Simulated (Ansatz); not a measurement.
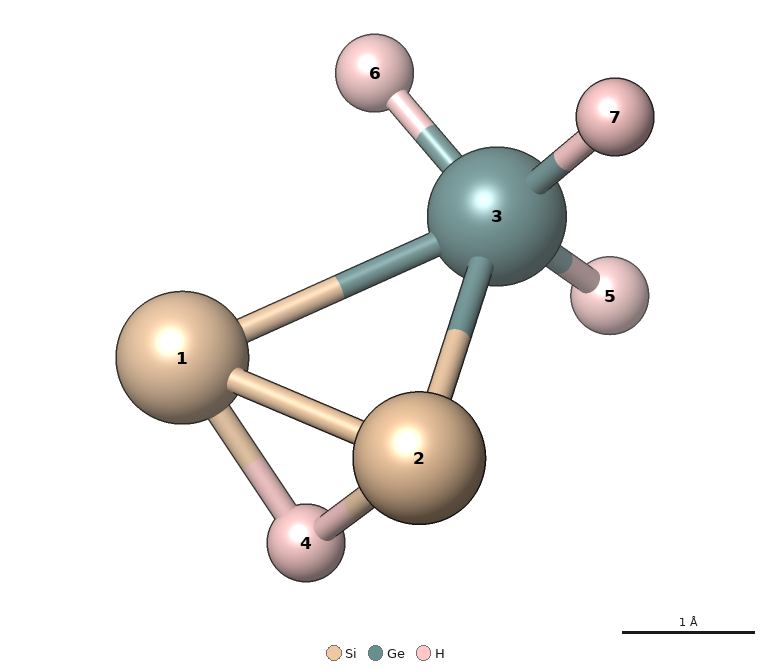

Orthographic view. Distant atoms are faded towards the background colour. The computed structure is the end point of a PBE-D4/def2-SVP optimisation. No frequency run is at hand to confirm it as a minimum.

List all interatomic distances (Å) as a matrix.

```tsv
atom	Si1	Si2	Ge3	H4	H5	H6	H7
Si1	0.00						
Si2	2.25	0.00					
Ge3	2.68	2.57	0.00				
H4	1.70	1.70	2.89	0.00			
H5	3.70	3.42	1.55	3.34	0.00		
H6	2.87	3.75	1.56	3.74	2.51	0.00	
H7	3.78	3.06	1.55	4.05	2.55	2.48	0.00
```
